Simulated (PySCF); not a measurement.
```yaml
atoms:
  - { symbol: Ca, position_ang: [0.0000, 0.0000, -1.1942] }
  - { symbol: Cl, position_ang: [0.0000, 0.0000, 1.3648] }
```

Method: PBE0/def2-SVPD, non-relativistic Hamiltonian with scalar-relativistic core potentials where named, at a bond length of 2.559 Å (PySCF 2.14.0).

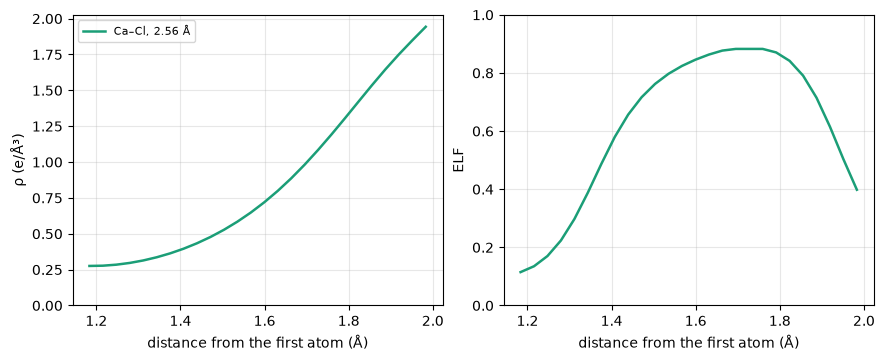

CaCl (charge −1). Total electron density and electron localisation function along straight lines between neighbouring atoms. The curves leave out the atomic cores.

What kind of bonding do the profiles show?

Answer. Ca–Cl (2.56 Å): ρ is about 0.3 e/Å³ halfway; the ELF peaks at about 0.90 in the valence shell of Cl, 0.9 Å from its nucleus, and is about 0.20 at the midpoint (a closed-shell, largely ionic contact).
